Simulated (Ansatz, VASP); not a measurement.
# Cross-check of MnPt between VASP and Ansatz

Aim: how closely do two programs agree when they are given the same cell, functional and k mesh? Of the first pair: The cell is a member of a volume series, scaled by 0.94 from a relaxed one, so a pressure remains. Valence electrons are named where the data sets of a main pair hold unlike numbers.

Main program and level: Ansatz 0.2.0; plane waves, with VASP 6.6.1 beside it; single point at PBEsol with D3(BJ).

### 1. Starting point

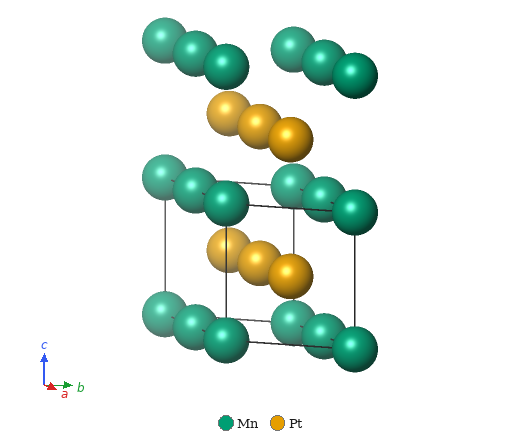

Start, viewed slightly off an axis; manganese teal, platinum orange. 1×1×2 cells are drawn. Some periodic images of atoms are drawn too.

### 2. VASP: single point, PBEsol with D3(BJ), volume scaled by 0.94

With cell and atoms fixed, the geometry can't cause a difference; cores, projectors, grids and the points listed under the comparison can.

Lines of VASP's logs that name or quote its potential files are left out, and so is its time.

File INCAR:

```
SYSTEM = MnPt
PREC = Accurate
ENCUT = 400
EDIFF = 1E-06
NELM = 100
ISMEAR = 1
SIGMA = 0.2
LREAL = .FALSE.
ALGO = Normal
GGA = PS
IVDW = 12
NBANDS = 31
ISPIN = 2
MAGMOM = 3.465 -3.465 0 0
LASPH = .TRUE.
LMAXMIX = 4
LORBIT = 11
LWAVE = .FALSE.
LCHARG = .FALSE.
KPAR = 4
ISIF = 2
```

File POSCAR:

```
MnPt
1.0
    5.3286955196      0.0000000000      0.0000000000
    2.6643477598      2.6643477598      0.0000000000
    0.0000000000      0.0000000000      3.5793440399
Mn Pt
2 2
Direct
    0.0000000000      0.0000000000      0.0000000000
    0.5000000000      0.0000000000      0.0000000000
    0.0000000000      0.5000000000      0.5000000000
    0.5000000000      0.5000000000      0.5000000000
```

File KPOINTS:

```
Automatic mesh
0
Gamma
7 7 5
0 0 0
```

Potentials, in the order of the species: Mn_pv and Pt (PBE family, release 64).

Launch:

```
mpirun -np 4 vasp_std
```

Numbers of over 12 decimals in the logs are rounded to 6 here.

Log:

```text
[banner, memory and clock lines left out]
running    4 mpi-ranks, on    1 nodes
 distrk:  each k-point on    1 cores,    4 groups
 distr:  one band on    1 cores,    1 groups

 POSCAR found type information on POSCAR MnPt
 POSCAR found :  2 types and       4 ions
|                                                                             |
|               ----> ADVICE to this user running VASP <----                  |
|                                                                             |
|     You enforced a specific xc type in the INCAR file but a different       |
|     [... a line on the potential file left out ...]
|     I HOPE YOU KNOW WHAT YOU ARE DOING!                                     |
|                                                                             |

 LDA part: xc-table for (Slater+PW92), standard interpolation
 POSCAR, INCAR and KPOINTS ok, starting setup
 FFT: planning ... GRIDC
 FFT: planning ... GRID_SOFT
 FFT: planning ... GRID
 WAVECAR not read
 entering main loop
       N       E                     dE             d eps       ncg     rms          rms(c)
DAV:   1     0.424382515845E+03    0.42438E+03   -0.21445E+04  3936   0.150E+03
DAV:   2    -0.156084136506E+02   -0.43999E+03   -0.41078E+03  3944   0.432E+02
DAV:   3    -0.377427107028E+02   -0.22134E+02   -0.21270E+02  4035   0.109E+02
DAV:   4    -0.380791342992E+02   -0.33642E+00   -0.33469E+00  4217   0.134E+01
DAV:   5    -0.380856681978E+02   -0.65339E-02   -0.65336E-02  4169   0.195E+00    0.291E+01
DAV:   6    -0.374384352248E+02    0.64723E+00   -0.25400E+01  3806   0.569E+01    0.223E+01
DAV:   7    -0.352463402895E+02    0.21921E+01   -0.18123E+01  4248   0.568E+01    0.135E+01
DAV:   8    -0.346058875740E+02    0.64045E+00   -0.17945E+00  4051   0.148E+01    0.566E+00
DAV:   9    -0.346388435313E+02   -0.32956E-01   -0.31902E-01  4152   0.501E+00    0.325E+00
DAV:  10    -0.346378751470E+02    0.96838E-03   -0.75767E-02  4332   0.263E+00    0.182E+00
DAV:  11    -0.346408497920E+02   -0.29746E-02   -0.11808E-02  3958   0.948E-01    0.431E-01
DAV:  12    -0.346412206772E+02   -0.37089E-03   -0.15768E-03  4091   0.351E-01    0.211E-01
DAV:  13    -0.346411922667E+02    0.28411E-04   -0.30389E-04  4247   0.211E-01    0.104E-01
DAV:  14    -0.346411974743E+02   -0.52076E-05   -0.16430E-04  4487   0.146E-01    0.229E-02
DAV:  15    -0.346412015981E+02   -0.41238E-05   -0.20864E-05  4098   0.342E-02    0.609E-03
DAV:  16    -0.346412014841E+02    0.11408E-06   -0.44929E-07  2147   0.627E-03
   1 F= -.36871666E+02 E0= -.36875474E+02  d E =0.114245E-01  mag=    -0.0000
```

Parts of OUTCAR (step 2):

```text
ion  position               nearest neighbor table
   1  0.000  0.000  0.000-   3 2.60   3 2.60   3 2.60   4 2.60   3 2.60   4 2.60   4 2.60   4 2.60
                             2 2.66   2 2.66   2 2.66   2 2.66
   2  0.500  0.000  0.000-   4 2.60   4 2.60   3 2.60   4 2.60   3 2.60   4 2.60   3 2.60   3 2.60
                             1 2.66   1 2.66   1 2.66   1 2.66
   3  0.000  0.500  0.500-   1 2.60   1 2.60   1 2.60   2 2.60   1 2.60   2 2.60   2 2.60   2 2.60
                             4 2.66   4 2.66   4 2.66   4 2.66
   4  0.500  0.500  0.500-   2 2.60   2 2.60   1 2.60   2 2.60   1 2.60   2 2.60   1 2.60   1 2.60
                             3 2.66   3 2.66   3 2.66   3 2.66

  LATTYP: Found a simple tetragonal cell.
 ALAT       =     3.7679567368
 C/A-ratio  =     0.9499429770

 Subroutine GETGRP returns: Found 16 space group operations
 (whereof 16 operations were pure point group operations)

The static configuration has the point symmetry D_4h.

 Found     30 irreducible k-points:

   k-points           NKPTS =     30   k-points in BZ     NKDIM =     30   number of bands    NBANDS=     31

   dimension x,y,z NGX =    36 NGY =   28 NGZ =   24
   dimension x,y,z NGXF=    72 NGYF=   56 NGZF=   48

   ENCUT  =  400.0 eV  29.40 Ry    5.42 a.u.   8.69  6.14  5.84*2*pi/ulx,y,z

   NELECT =      46.0000    total number of electrons

 k-points in reciprocal lattice and weights: Automatic mesh
   0.00000000  0.00000000  0.00000000       0.004
   0.14285714  0.00000000  0.00000000       0.016
   0.28571429  0.00000000  0.00000000       0.016
   0.42857143  0.00000000  0.00000000       0.016
   0.00000000  0.14285714  0.00000000       0.016
   0.42857143  0.14285714  0.00000000       0.033
  -0.42857143  0.14285714  0.00000000       0.033
   0.00000000  0.28571429  0.00000000       0.016
  -0.28571429  0.28571429  0.00000000       0.033
[...]
-0.28571429  0.28571429  0.40000000       0.065
   0.00000000  0.42857143  0.40000000       0.033

 average (electrostatic) potential at core
       1 -62.9432       2 -62.9432       3 -62.6022       4 -62.6022

 E-fermi :  12.1496

 spin component 1
 k-point     1 :       0.0000    0.0000    0.0000
  band No.  band energies     occupation
    ...
     17      10.2553      1.00000
     18      10.5991      1.00000
     19      11.5338      1.00006
     20      11.9515      1.02413
     21      11.9515      1.02413
     22      12.4274     -0.03217
     23      13.2399     -0.00000
     24      13.2399     -0.00000
     25      13.4080     -0.00000
     26      13.5351     -0.00000
    ...

 k-point     2 :       0.1429    0.0000    0.0000
  band No.  band energies     occupation
    ...
     19      11.0554      1.00000
     20      11.2023      1.00000
     21      11.2705      1.00000
     22      11.9502      1.02485
     23      12.1206      0.62142
     24      12.9769     -0.00000
     25      13.4398     -0.00000
     26      13.4854     -0.00000
     27      13.5403     -0.00000
     28      14.2496     -0.00000
    ...

 k-point     3 :       0.2857    0.0000    0.0000
  band No.  band energies     occupation
    ...
     19      10.1233      1.00000
     20      10.1694      1.00000
     21      10.4728      1.00000
     22      10.7250      1.00000
     23      11.9478      1.02608
     24      12.5531     -0.00756
     25      12.7785     -0.00004
     26      13.0131     -0.00000
     27      13.3777     -0.00000
     28      14.2446     -0.00000
    ...

 k-point     4 :       0.4286    0.0000    0.0000
  band No.  band energies     occupation
    ...
     19       9.7691      1.00000
     20       9.7818      1.00000
     21       9.8813      1.00000
     22      10.7012      1.00000
     23      11.9463      1.02677
     24      12.2142      0.24207
     25      12.2397      0.15844
     26      12.6456     -0.00127
     27      13.2640     -0.00000
     28      14.2411     -0.00000
    ...

 k-point     5 :       0.0000    0.1429    0.0000
  band No.  band energies     occupation
    ...
     19      10.4756      1.00000
     20      10.8382      1.00000
     21      11.0631      1.00000
     22      11.7436      1.00724
     23      11.7780      1.01229
     24      13.2443     -0.00000
     25      13.3756     -0.00000
     26      13.3776     -0.00000
     27      13.9729     -0.00000
     28      14.1444     -0.00000
    ...

 k-point     6 :       0.4286    0.1429    0.0000
  band No.  band energies     occupation
    ...
     19      10.0010      1.00000
     20      10.2550      1.00000
     21      10.5508      1.00000
     22      10.8732      1.00000
     23      11.6280      1.00070
     24      12.7739     -0.00005
     25      12.8072     -0.00002
     26      13.0873     -0.00000
     27      13.3776     -0.00000
     28      13.8575     -0.00000
    ...

 Edisp (eV)   -2.23046

  Total       5.02011     5.02011     5.48400     0.00000     0.00000     0.00000
  in kB     158.27353   158.27353   172.89914     0.00000     0.00000     0.00000
  external pressure =      163.15 kB  Pullay stress =        0.00 kB

  energy-cutoff  :      400.00
  volume of cell :       50.82
      direct lattice vectors                 reciprocal lattice vectors
     5.328695520  0.000000000  0.000000000     0.187663190 -0.187663190  0.000000000
     2.664347760  2.664347760  0.000000000     0.000000000  0.375326380  0.000000000
     0.000000000  0.000000000  3.579344040     0.000000000  0.000000000  0.279380800

 POSITION                                       TOTAL-FORCE (eV/Angst)
 -----------------------------------------------------------------------------------
      0.00000      0.00000      0.00000        -0.000000     -0.000000      0.000000
      2.66435      0.00000      0.00000         0.000000     -0.000000     -0.000000
      1.33217      1.33217      1.78967         0.000000      0.000000     -0.000000
      3.99652      1.33217      1.78967        -0.000000     -0.000000      0.000000
 -----------------------------------------------------------------------------------
    total drift:                                0.000000      0.000000     -0.000000

  FREE ENERGIE OF THE ION-ELECTRON SYSTEM (eV)
  ---------------------------------------------------
  free  energy   TOTEN  =       -36.8716661403 eV

  energy  without entropy=      -36.8830906527  energy(sigma->0) =      -36.87547431

 total charge
# of ion       s       p       d       tot
------------------------------------------
    1        0.360   6.353   5.040  11.753
    2        0.360   6.353   5.040  11.753
    3        0.770   0.807   8.132   9.709
    4        0.770   0.807   8.132   9.709
--------------------------------------------------
tot          2.260  14.320  26.345  42.926

 magnetization (x)
# of ion       s       p       d       tot
------------------------------------------
    1        0.026   0.057   3.217   3.299
    2       -0.026  -0.057  -3.217  -3.299
    3        0.000   0.000   0.000   0.000
    4        0.000   0.000   0.000   0.000
--------------------------------------------------
tot          0.000   0.000   0.000   0.000

[... 1 further part left out ...]
```

The magnetic state follows from one typed start and may not be the lowest. The k-mesh is coarse for a metal. The PAW data sets were made with PBE, which is usual practice but a small mismatch for other functionals. The scan keeps the cell's shape and the fractional positions fixed. Dispersion corrections of this kind ignore metallic screening and tend to overbind metals.

### 3. Ansatz: single point, PBEsol with D3(BJ), volume scaled by 0.94

Ansatz runs on its default PAW (the set named soft_2) files.

The same cell, functional, mesh and smearing now go to Ansatz, which takes its cutoff from its data sets.

File input.yaml:

```yaml
crystal:
  lattice:
    - [5.3286955196, 0.0, 0.0]
    - [2.6643477598, 2.6643477598, 0.0]
    - [0.0, 0.0, 3.5793440399]
  atoms:
    - { symbol: Mn, position: [0.0, 0.0, 0.0], spin: 3.465 }
    - { symbol: Mn, position: [0.5, 0.0, 0.0], spin: -3.465 }
    - { symbol: Pt, position: [0.0, 0.5, 0.5] }
    - { symbol: Pt, position: [0.5, 0.5, 0.5] }
hamiltonian:
  xc: pbesol
  pseudopotentials: { kind: paw }
  dispersion: d3bj
magnetization:
  spin_polarized: true
kpoints:
  mp_grid: { grid: [7, 7, 5] }
scf:
  occupations: { method: methfessel_paxton, width: 0.2 }
  n_extra_bands: 10
output:
  forces: true
  stress: true
  eigenvalues: true
```

Launch:

```
ansatz run input.yaml --threads 2 --pin off --max-ram 4608MiB --backend cpu --events-out ev --progress --plain --runs-dir out
```

Log:

```text
scf.n_extra_bands = 10 over 33 filled bands (N_el = 66.0): the run solves 43 bands
Engine: ansatz 0.2.0, x86_64-unknown-linux-gnu
Pseudopotentials: kind: paw
Pseudopotential: Mn, paw, valence charge 15, recommended cutoff 420 eV (normal), Mn.paw.azcp
Pseudopotential: Pt, paw, valence charge 18, recommended cutoff 420 eV (normal), Pt.paw.azcp
Functional definition: PBEsol
  exchange = pbesol_x
  correlation = pbesol_c
Crystal: 4 atoms, lattice volume = 50.818 Å³
Basis set: ecut = 420 eV, 987 PW (Γ), exchange–correlation on 72×54×48 points (8 copies of the dense FFT grid, shifted against one another)
Bands: 43, of which v1, the nominal top of the filled ones, is band 33 counted from 1 (32 counted from 0)
Symmetry: 16 space group operations
Space group: P4/mmm (ITA 123), of the structure as read, at distance tolerance 3.7e-5 Å
Magnetic group: BNS 123.349 (UNI 1009), of the structure as read, at distance tolerance 3.7e-5 Å
k-points: 30 of 245
Non-local potential: Mn, projectors of the file, l = 0: 3, l = 1: 2, l = 2: 3, l = 3: 1
Non-local potential: Pt, projectors of the file, l = 0: 3, l = 1: 2, l = 2: 2, l = 3: 1
PAW form: soft (Blöchl's): semilocal exchange-correlation on the pseudo side does not see the compensation charge
PAW frozen core: Mn, regenerated for the run's functional, and the local potential with it (the file was generated under x = pbe(κ = 0.804, μ = 0.219515), c = pbe(β = 0.066725))
PAW frozen core: Pt, regenerated for the run's functional, and the local potential with it (the file was generated under x = pbe(κ = 0.804, μ = 0.219515), c = pbe(β = 0.066725))
PAW one-centre angular grid: Mn, 590 points (default); XC on 64 Gauss nodes
PAW one-centre angular grid: Pt, 590 points (default); XC on 64 Gauss nodes
Initial density: superposition of atomic densities (chi_scale 0.1, normalization cell)
Starting moments: Σ|m| = 6.93 μB on 2 of 4 sites
Starting magnetic order: antiferromagnet; a translation exchanges its spin sublattices: spin-degenerate at every k-point
Initial wavefunctions: pseudopotential atomic-orbital guess
Functional: x = pbesol(κ = 0.804, μ = 0.123457), c = pbesol(β = 0.046)
SCF iter   1: F=—  HF=-32509.584462 eV  |F-HF|=—  |Δ(HF+E_count)|=         —  Δρ=7.14e-2 (↑7.14e-2 ↓7.14e-2)  dr2=8.63e0  dr2_m=6.81e-1  M=0.000 μB ∫|m|=5.700 μB  β_m=0.30  ethr=3.10e-3  ⟨swp⟩=5.1  Hψ=4072  notcnv=0  defer=1
Mixer restart at iter 1: flushing history
preconditioner: auto → Kerker (q_TF=auto, 2.850 Å⁻¹)  [metal: Δε(μ)=0.071 eV  Ē_g=8.102 eV  σ=0.200 eV  W_gap=0.20  n_scr=18 (ndim 8)  ℏωp=30.4 eV  f_vac=0.000  D(μ)=4.00/eV (n_scr^D=48)]
spin=Collinear: Kerker preconditioning applied to the charge; magnetization (m = ρ↑ − ρ↓) channel mixes plain (no charge-response kernel on spin).
SCF iter   2: F=—  HF=-32508.466271 eV  |F-HF|=—  |Δ(HF+E_count)|=    1.12e0  Δρ=3.66e-2 (↑3.66e-2 ↓3.66e-2)  dr2=3.38e0  dr2_m=1.58e-2  M=0.000 μB ∫|m|=6.327 μB  β_m=0.43  ethr=3.10e-3  ⟨swp⟩=2.5  Hψ=2217  notcnv=0  defer=67
SCF iter   3: F=—  HF=-32508.570396 eV  |F-HF|=—  |Δ(HF+E_count)|=   1.04e-1  Δρ=1.59e-2 (↑1.59e-2 ↓1.59e-2)  dr2=2.68e-1  dr2_m=6.88e-2  M=0.000 μB ∫|m|=6.730 μB  β_m=0.59  ethr=3.10e-3  ⟨swp⟩=2.1  Hψ=2024  notcnv=0  defer=67
SCF iter   4: F=—  HF=-32508.696207 eV  |F-HF|=—  |Δ(HF+E_count)|=   1.26e-1  Δρ=8.62e-3 (↑8.62e-3 ↓8.62e-3)  dr2=5.74e-2  dr2_m=2.32e-2  M=0.000 μB ∫|m|=6.826 μB  β_m=0.68  ethr=4.07e-4  ⟨swp⟩=1.9  Hψ=1732  notcnv=0  defer=67
SCF iter   5: F=—  HF=-32508.690778 eV  |F-HF|=—  |Δ(HF+E_count)|=   5.43e-3  Δρ=1.87e-3 (↑1.87e-3 ↓1.87e-3)  dr2=3.41e-3  dr2_m=1.21e-4  M=0.000 μB ∫|m|=6.817 μB  β_m=0.65  ethr=8.70e-5  ⟨swp⟩=2.1  Hψ=2009  notcnv=0  defer=69
SCF iter   6: F=—  HF=-32508.690910 eV  |F-HF|=—  |Δ(HF+E_count)|=   1.32e-4  Δρ=8.21e-4 (↑8.21e-4 ↓8.21e-4)  dr2=5.51e-4  dr2_m=9.50e-5  M=0.000 μB ∫|m|=6.835 μB  β_m=0.82  ethr=5.16e-6  ⟨swp⟩=2.0  Hψ=2046  notcnv=0  defer=69
SCF iter   7: F=—  HF=-32508.692227 eV  |F-HF|=—  |Δ(HF+E_count)|=   1.32e-3  Δρ=6.78e-4 (↑6.78e-4 ↓6.78e-4)  dr2=3.66e-4  dr2_m=1.25e-4  M=0.000 μB ∫|m|=6.847 μB  β_m=0.91  ethr=8.35e-7  ⟨swp⟩=2.0  Hψ=1831  notcnv=0  defer=69
SCF iter   8: F=—  HF=-32508.677579 eV  |F-HF|=—  |Δ(HF+E_count)|=         —  Δρ=1.59e-3 (↑1.59e-3 ↓1.59e-3)  dr2=1.15e-4  dr2_m=1.11e-3  M=0.000 μB ∫|m|=6.882 μB  β_m=0.91  ethr=5.54e-7  ⟨swp⟩=2.2  Hψ=1807  notcnv=0  defer=69
Mixer restart at iter 8: flushing history
iteration 8: the input's own smearing fills from here on; a Gaussian of 0.2 eV has filled iterations ahead of it
SCF iter   9: F=—  HF=-32508.677826 eV  |F-HF|=—  |Δ(HF+E_count)|=   2.47e-4  S|Δr|=    0.00e0  Δρ=6.80e-4 (↑6.80e-4 ↓6.80e-4)  dr2=1.74e-5  dr2_m=2.10e-4  M=0.000 μB ∫|m|=6.896 μB  β_m=0.96  ethr=1.75e-7  ⟨swp⟩=2.1  Hψ=1985  notcnv=0  defer=69
SCF iter  10: F=—  HF=-32508.677894 eV  |F-HF|=—  |Δ(HF+E_count)|=   6.82e-5  S|Δr|=    0.00e0  Δρ=2.07e-4 (↑2.07e-4 ↓2.07e-4)  dr2=9.23e-5  dr2_m=5.11e-7  M=0.000 μB ∫|m|=6.907 μB  β_m=0.83  ethr=2.64e-8  ⟨swp⟩=2.1  Hψ=2204  notcnv=0  defer=69
SCF iter  11: F=—  HF=-32508.677886 eV  |F-HF|=—  |Δ(HF+E_count)|=   8.69e-6  S|Δr|=    0.00e0  Δρ=1.37e-4 (↑1.37e-4 ↓1.37e-4)  dr2=3.12e-5  dr2_m=4.44e-7  M=0.000 μB ∫|m|=6.907 μB  β_m=0.70  ethr=2.64e-8  ⟨swp⟩=2.1  Hψ=2200  notcnv=0  defer=69
SCF iter  12: F=—  HF=-32508.677882 eV  |F-HF|=—  |Δ(HF+E_count)|=   4.06e-6  S|Δr|=    0.00e0  Δρ=4.12e-5 (↑4.12e-5 ↓4.12e-5)  dr2=2.59e-6  dr2_m=4.04e-8  M=0.000 μB ∫|m|=6.907 μB  β_m=0.85  ethr=2.64e-8  ⟨swp⟩=2.0  Hψ=1411  notcnv=0  defer=69
SCF iter  13: F=-32508.677881 eV  HF=-32508.677881 eV  |F-HF|=7.36e-8  |Δ(HF+E_count)|=   4.26e-7  S|Δr|=    0.00e0  Δρ=7.28e-6 (↑7.28e-6 ↓7.28e-6)  dr2=9.23e-8  dr2_m=6.40e-10  M=0.000 μB ∫|m|=6.907 μB  ethr=1.52e-10  ⟨swp⟩=8.9  Hψ=5710  notcnv=0
SCF 1 converged in 13 iterations: F = -32508.677881 eV  dr2 = 9.23e-8
  greatest PAW one-centre occupation: 1.002 electrons in one spin orbital (limit 2), on the Mn atom at site 1 (counted from 0), in its partial waves of l = 1
this state was not tested for a lower state beside it, because cold or Methfessel-Paxton smearing, or corrected tetrahedra, fill the levels in a way that the test cannot read (fill_not_monotonic; see scf.lower_state_search)
SCF converged after 13 iterations
Magnetization: 0.0000 μB (33.0000 up, 33.0000 down)
Absolute magnetization: 6.9121 μB (∫|ρ↑−ρ↓|, with the PAW one-centre terms)
Spin contamination: 3.4740 ħ² per cell (⟨S²⟩ above its minimum at these occupations)
Per-site moments (μB) at R_I (Å): [(3.252505, 1.071889), (-3.252505, 1.071889), (-1.667474817141879e-16, 1.071889), (1.667474817141879e-16, 1.071889)]
Free energy (F): -32508.677881 eV
Harris-Foulkes:  -32508.677881 eV  (|F-HF|=7.36e-8)
Internal energy: -32508.689049 eV  (E = F + TS)
E sigma→0 (E₀):  -32508.680673 eV
Entropy (-TS):   0.011168 eV (2.792 meV/atom)
Fermi energy:    23.471154 eV
--- Per-component energies (eV) ---
  E_band       = -535.707521
  E_kinetic    = 1895.625626
  E_local      = -6004.134186  (includes V_loc(G=0)·N_el)
  E_nonlocal   = 894.464115
  E_hartree    = 2381.070515
  E_xc         = -752.886026
  E_vxc        = -903.543467  (∫ρ·V_xc dr)
  E_paw        = -21175.605921  (= ΣΔE_a)
  E_vpaw       = -1180.250391  (= ΣTr[D̂ρ^β])
  E_aug_tail   = 0.000338  (compensation charges beyond the density's cutoff)
  E_ewald      = -9745.905664
  E_disp       = -2.231109  (pairwise vdW)
  E_core_change = 0.913263  (= ΣΔE_core)
  E_smearing   = 0.011168  (= −TS)
  E_closure    = -0.000000  (closes the sum)
  Σ components = -32508.677881   (vs F -32508.677881, Δ=0.00e0)
--- Forces (eV/Å), atoms counted from 1 ---
  atom   1  Mn    -0.00000000     0.00000000     0.00000000
  atom   2  Mn    -0.00000000    -0.00000000     0.00000000
  atom   3  Pt     0.00000000    -0.00000000     0.00000000
  atom   4  Pt     0.00000000    -0.00000000     0.00000000
  max |Σ_I F_I| component: 1.89e-28 eV/Å
--- Stress (GPa, compression-positive) ---
       16.546200       0.000000       0.000000
        0.000000      16.546200       0.000000
        0.000000       0.000000      18.029542
  P = ⅓ Tr σ = 17.0406 GPa (170.406 kbar)
--- Band table (eV; the first three rows and the last of 60) ---
  k-point 0 ↑: bands = [... 29 lower, 23.2811, 23.2811, 23.7394, 24.5426, 24.5426, 24.7467, 24.8659, 24.9607, ... 6 higher]
  k-point 1 ↑: bands = [... 29 lower, 21.8392, 22.5676, 23.5457, 23.7421, 24.1130, 24.1130, 24.5190, 24.7020, ... 6 higher]
  k-point 2 ↑: bands = [... 29 lower, 21.1917, 21.4149, 22.0637, 23.2544, 23.2544, 23.7465, 23.8405, 24.2560, ... 6 higher]
  k-point 29 ↓: bands = [... 29 lower, 20.8828, 21.3263, 21.6020, 21.6144, 23.9007, 23.9849, 24.0844, 24.3430, ... 6 higher]
```

Run time: 8.9 s. Hardware: 2 threads of Intel Xeon at 2.80GHz (Skylake/Cascade Lake), shared host; peak memory 0.51 GiB; 13 s of CPU time.

Reading the cycles: dr2 is the Hartree energy of the density residual (eV), the measure of convergence; HF is the Harris–Foulkes estimate of the energy, which meets the free energy F at convergence.

The run ends at a pressure of 17.04 GPa.

(Continued in part 2 of 2.)

[Lines on the potential files, build, host, timing and source positions are cut from VASP's logs without a mark.]

[Logs are printed without paths, hosts, clocks, repeated set-up lines and the standing remarks that a program may print on its own settings, such as how far it seeks lower states.]

[Hosts, paths, dates, database ids (printed as entryN), source tags and the programs' standing remarks are cut or masked in the printed files.]
